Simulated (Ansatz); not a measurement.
The calculation's input:

```
crystal:
  periodic: [false, false, false]
  atoms:
    - { symbol: B, position_ang: [0.0, 0.0, 0.0] }
    - { symbol: H, position_ang: [0.0, 0.0, 1.54] }
    - { symbol: "N", position_ang: [1.3423, 0.0, -0.775] }
    - { symbol: H, position_ang: [1.8089, -0.9179, -1.0268] }
    - { symbol: H, position_ang: [1.7937, 0.9179, -1.0532] }
    - { symbol: C, position_ang: [-1.3856, 0.0, -0.8] }
    - { symbol: H, position_ang: [-1.9458, -0.9305, -0.5708] }
    - { symbol: H, position_ang: [-1.9898, 0.8797, -0.4946] }
    - { symbol: H, position_ang: [-1.1839, 0.0508, -1.8903] }
    - { symbol: F, position_ang: [0.0726, 1.5356, 0.5108] }
    - { symbol: H, position_ang: [0.041, 0.8666, 1.4996] }
basis:
  gaussian: { orbitals: "6-31G*" }
hamiltonian:
  xc: blyp
  dispersion: d4
relax:
  f_tol: 0.15
  max_steps: 25
  restrain:
    - { distance: [0, 9], at: 1.32, k: 30.0 }
    - { distance: [10, 1], at: 0.66, k: 30.0 }
    - { distance: [0, 1], at: 2.39, k: 30.0 }
    - { distance: [10, 9], at: 2.12, k: 30.0 }
output:
  orbitals: {}
```

Command:

```sh
ansatz run input.yaml --threads 1 --pin off --max-ram 2048MiB --backend cpu --events-out ev --progress --plain --runs-dir out
```

The fields are those of the run's last geometry, not of the input's.

Not at a stationary point (largest force 1.6 eV/Å).

Method: RKS BLYP-D4/6-31G* in Ansatz.

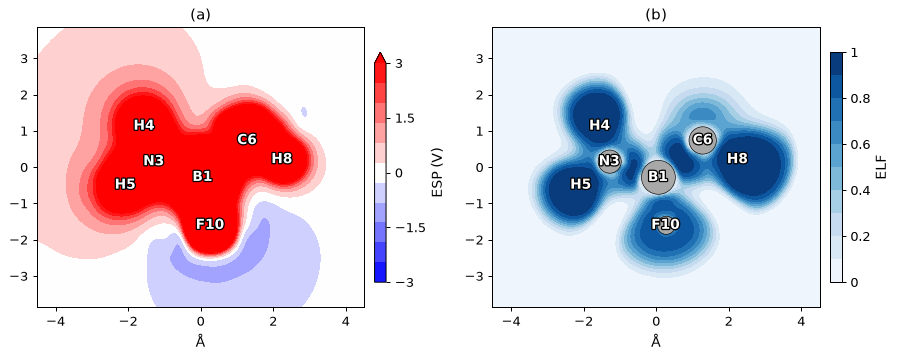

CH5BFN···H2. (a) electrostatic potential; (b) electron localisation function on the plane of atoms B1, C6 and H8. Grey discs cover the atomic cores in the ELF map.

What do the fields say about this system?

Answer. Atoms in the plane: B, N, H, C and F. B–F (1.35 Å): the ELF peaks at about 0.85 between the atoms; a polar covalent bond. B–N (1.41 Å): the ELF peaks at about 0.90 between the atoms: a short, strongly polar bond. C–B (1.59 Å): the ELF peaks at about 1 between the atoms; localised, covalent bonding. N–H (1.02 Å): the ELF climbs to about 1 towards the hydrogen, as it does in any bond to H: an ordinary covalent bond to hydrogen. C–H (1.10 Å): the ELF climbs to about 1 towards the hydrogen: a covalent bond by its length. The ELF also peaks beside F10, away from the bonds: lone-pair regions. Outside the dense part of the complex the potential is most negative (−1.1 V) near F10.
